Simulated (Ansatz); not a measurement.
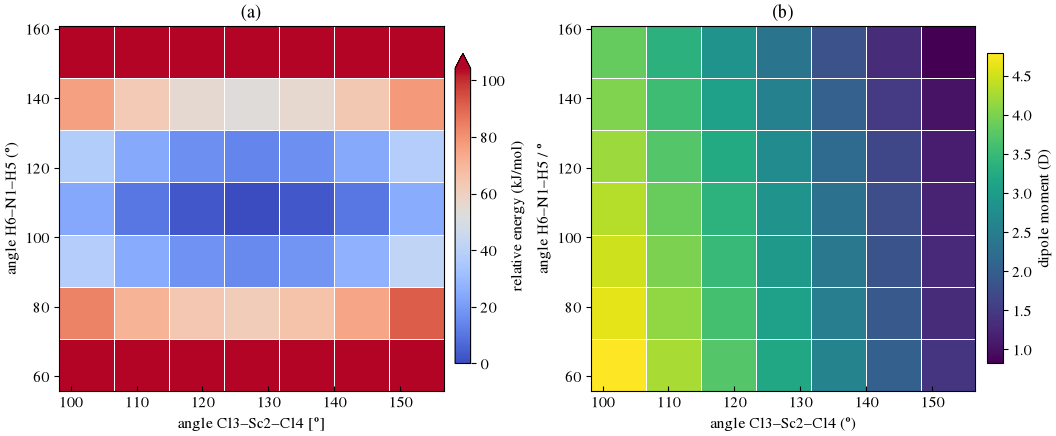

Cl2H2NSc, SMILES [NH2][Sc]([Cl])[Cl]. The first coordinate is: angle Cl3–Sc2–Cl4; the second: angle H6–N1–H5. Nothing is relaxed (all other coordinates rigid). The scan uses a 7 × 7 grid. Points are written as (first, second). All energies are given in kJ/mol relative to the lowest grid point. Computed with Ansatz, RKS PBE0-D4/def2-TZVP.

Panel (a) is the energy and panel (b) the computed dipole moment on the same grid.

Drawn: one coloured cell a grid point, one colour for all values above the top of the scale.

### How does the dipole moment vary over the map, and what is it at the lowest grid point?

Leaving out the highest fifth of the energies, it runs from 1.01 D at (152.4°, 138.3°) to 4.63 D at (102.4°, 78.3°). At the lowest grid point, (127.4°, 108.3°), it is 2.85 D.

```
angle H6–N1–H5 ↓, angle Cl3–Sc2–Cl4 →  102.4  110.8  119.1  127.4  135.8  144.1  152.4
                                153.3   3.84   3.35   2.85   2.35   1.83   1.31   0.82
                                138.3   4.02   3.55   3.06   2.55   2.03   1.52   1.01
                                123.3   4.19   3.72   3.23   2.72   2.19   1.66   1.13
                                108.3   4.35   3.87   3.37   2.85   2.31   1.76   1.20
                                 93.3   4.49   4.00   3.49   2.96   2.40   1.83   1.25
                                 78.3   4.63   4.12   3.60   3.06   2.49   1.91   1.32
                                 63.3   4.78   4.26   3.73   3.17   2.60   2.02   1.43
```
